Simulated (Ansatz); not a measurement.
Input

```
crystal:
  periodic: [false, false, false]
  atoms:
    - symbol: Al
      position_ang: [0.471130, 0.537820, 1.544334]
    - symbol: B
      position_ang: [-1.416378, 1.288305, 0.134026]
    - symbol: Si
      position_ang: [-1.843689, -0.423978, 0.750195]
    - symbol: H
      position_ang: [-1.288713, 2.399596, -0.254485]
    - symbol: H
      position_ang: [-1.042333, 0.329976, -0.682573]
basis:
  gaussian: {orbitals: def2-TZVPD}
total_charge: 1
magnetization: {spin_polarized: true, initial_magnetization: 1}
hamiltonian: {xc: {name: PBE0}}
output: {forces: true, orbitals: {seedname: orbitals}}
```

Run with:

```sh
ansatz run input.yaml --threads 1 --pin off --max-ram 2610MiB --events-out events.jsonl --progress --plain --runs-dir runs
```

Geometry: B3LYP/6-31G*.

Method: isolated molecule in a Gaussian basis; Kohn-Sham density functional theory, functional PBE0 in Ansatz 0.2.0.

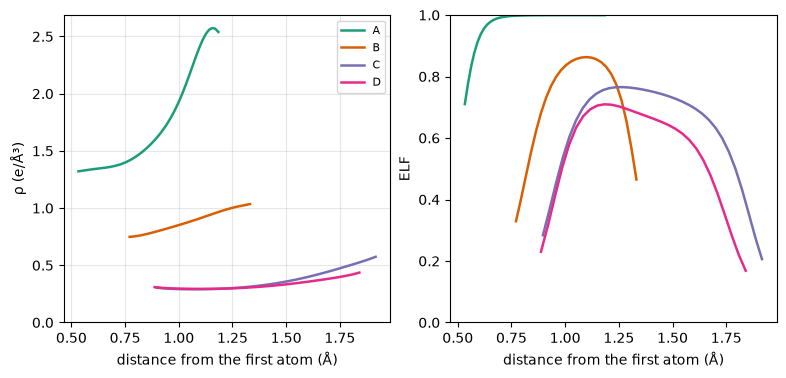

AlBH$_{2}$Si (charge +1, doublet). Total electron density and electron localisation function along straight lines between neighbouring atoms. The curves leave out the atomic cores.

Q: Which curve belongs to which contact (Al–B, Al–Si, B–H and Si–B)? The first atom named is at distance zero.

A: Curve A: B–H (1.18 Å): ρ is about 1.3 e/Å³ halfway; the ELF climbs to about 1 towards the hydrogen, as it does in any bond to H: a covalent bond by its length. Curve B: Si–B (1.87 Å): ρ is about 0.82 e/Å³ halfway; the ELF peaks at about 0.85 between the atoms (localised, covalent bonding). Curve C: Al–B (2.47 Å): ρ at the midpoint is about 0.3 e/Å³; the ELF peaks at about 0.75 between the atoms. Curve D: Al–Si (2.63 Å): the density is about 0.3 e/Å³ at the midpoint; the ELF peaks at about 0.70 in the valence shell of Si, 1.4 Å from its nucleus, and is about 0.70 at the midpoint.
